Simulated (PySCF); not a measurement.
Consider C4H8F2Si.

The calculation's input:

```
{"job": {"kind": "nmr", "xc": "PBE0", "basis": "pcSseg-1"}, "charge": 0, "multiplicity": 1}
C      1.557452    -0.191676    -0.240395
C      0.085789     0.042288     0.023085
C     -0.192770     1.422296     0.537599
F      0.352329     2.391975    -0.251384
F      0.356686     1.617592     1.769838
C     -0.904450    -0.447989    -1.049275
Si    -1.058006    -1.362966     0.588369
H      1.918772     0.487123    -1.013882
H      1.726457    -1.214433    -0.567915
H      2.136007    -0.016228     0.665185
H     -1.267481     1.645396     0.623284
H     -0.447989    -0.927002    -1.904389
H     -1.657428     0.265610    -1.357066
H     -2.163039    -1.030645     1.466111
H     -0.446742    -2.673349     0.688924
```

Command:

```sh
OMP_NUM_THREADS=1 python probes_run.py task.json out
```

Geometry: GFN2-xTB.

Theory: PBE0/pcSseg-1, SCF density, gas phase, non-relativistic in PySCF 2.14.0.

Question: What will maps of the electron density and electron localisation function show?

Answer: C–C (1.50 Å): ρ is about 1.8 e/Å³ halfway; the ELF peaks at about 0.95 between the atoms; a covalent bond.
C–H (1.09 Å): ρ is about 2 e/Å³ halfway; the ELF climbs to about 1 towards the hydrogen, as it does in any bond to H: a covalent bond by its length.
C–C (1.51 Å): ρ is about 1.6 e/Å³ halfway; the ELF peaks at about 0.95 between the atoms: a shared electron pair.

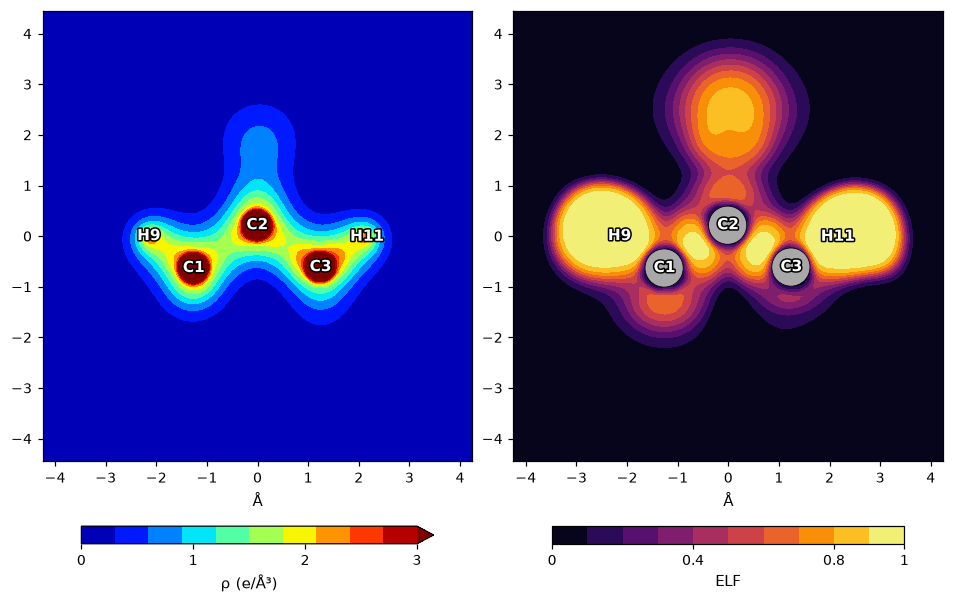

Computed electron density and electron localisation function on the plane of atoms C1, C2 and C3, in this order. Grey discs cover the atomic cores in the ELF map. 
